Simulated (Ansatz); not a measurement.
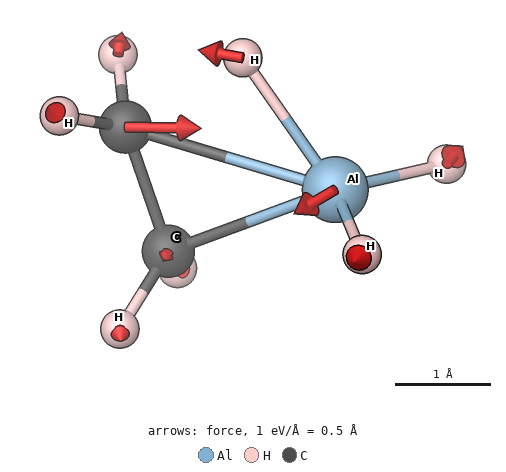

Starting geometry of C2H7Al with the computed forces as red arrows. The picture is a ball-and-stick view, seen at a tilt.

The reaction that was planned forms Al1–C5, H2–C6 and breaks Al1–H2 (atoms numbered from 1 in input order).

These are results of RKS PBE0-D4/def2-SVP (Ansatz 0.2.0), not measurements. Set-up: held fixed: the distance between atoms 1 (Al) and 5 (C), the distance between atoms 2 (H) and 6 (C), the distance between atoms 1 (Al) and 2 (H), counting from 1; force threshold 0.04 eV/Å; at most 150 steps.

Q: What follows when this structure is relaxed?

A: It isn't relaxed: the largest force vector, on a C atom, is 1.73 eV/Å. The final displacements follow the starting forces only in part (cosine between the two patterns 0.39). An H atom moves most after the best rigid fit: 0.20 Å. Largest moves by element: H 0.20 Å, C 0.07 Å, Al 0.07 Å. Some distances before and after: Al–C 2.377 → 2.277 Å, Al–H 1.541 → 1.586 Å, C–H 1.081 → 1.096 Å. Among the angles between lasting bonds that change: H–Al–H 119.1° → 130.3°, H–Al–H 111.3° → 103.4°, H–Al–C 120.6° → 114.4°. The energy falls by 4.56 kcal/mol in 4 geometry steps. Largest force component: 0.76 eV/Å at the start, 0.022 eV/Å at the end. Cost: 9 s on 2 threads of Arm Neoverse V1, on a shared host.
